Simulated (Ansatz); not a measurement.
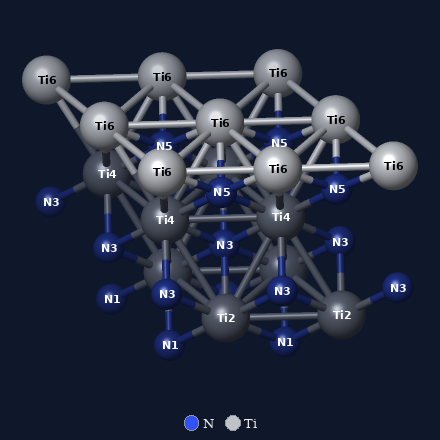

The system is F on a TiN(111) slab cut from the Fm-3m phase, its upper half relaxed before the scan (6 atoms of substrate and one adsorbate in a 1 × 1 cell); the picture shows it without the atoms that are moved over the map. 
- F is moved over the surface cell; relaxed at each place: the height of the adsorbate's atoms; substrate rigid; the origin of the map has the adsorbate above Ti6.
- Places are given modulo a cell vector. The map is drawn in real space over the plane of the surface.
- The scan uses a 6 × 6 grid; 10 points were computed and 26 follow by symmetry.
- All energies are given in eV relative to the lowest grid point.
- With one adsorbate in each 1 × 1 cell, its nearest image is 3.0 Å away, so neighbouring adsorbates interact. The runs have no spin polarisation; a magnetic state may lie lower.
- Method: DFT PBE, scalar-relativistic, plane waves, PAW (Ansatz 0.2.0). Settings: cutoff 420 eV, k-mesh 9×9×1, gaussian smearing 0.1 eV, no spin polarisation.

Range: position of F7 along the first surface vector from 0.000 to 0.833; position of F7 along the second surface vector from 0.000 to 0.833.

Q: Predict the map.

A: The lowest grid point is at a threefold hollow over a third-layer Ti atom, (2/6, 4/6) of the cell vectors. A higher local minimum lies near a threefold hollow over a second-layer N atom, (4/6, 2/6) of the cell vectors (0.07 eV above the lowest at that grid point). The highest grid point, the top site over a surface Ti atom, (0/6, 0/6) of the cell vectors, lies 0.83 eV above the lowest. On the interpolated surface the easiest way out of the lowest well to the well at a threefold hollow over a second-layer N atom, (4/6, 2/6) of the cell vectors passes a barrier of about 0.29 eV. At the lowest point the adsorbate has 3 Ti at 2.15 Å as nearest neighbours, at the highest 1 Ti at 1.77 Å. Its relaxed height above the top atom is 1.28 Å at the lowest and 1.77 Å at the highest point.

```tsv
second ↓, first →	0/6	1/6	2/6	3/6	4/6	5/6
5/6	0.79	0.67	0.30	0.30	0.67	0.79
4/6	0.58	0.30	0.00	0.30	0.58	0.65
3/6	0.29	0.30	0.30	0.29	0.28	0.28
2/6	0.58	0.67	0.58	0.28	0.07	0.28
1/6	0.79	0.79	0.65	0.28	0.28	0.65
0/6	0.83	0.79	0.58	0.29	0.58	0.79
```

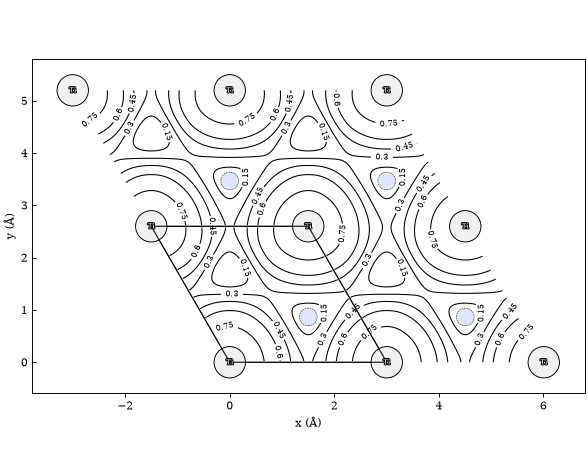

In the figure: contour lines labelled in eV, labelled circles for the atoms of the top layer and small ones for the second layer, the outline of one cell of the 2 × 2 shown. Between grid points the surface is interpolated.

Each point was launched as `ansatz run input.yaml --threads 2 --pin off --max-ram 6144MiB --backend cpu --events-out ev --progress --plain --runs-dir out`. The whole map (10 points run) took 3.9 min on 2 threads of Intel(R) Xeon(R) 6975P-C (Granite Rapids), with other jobs on the host.

PAW datasets: the set soft_1.
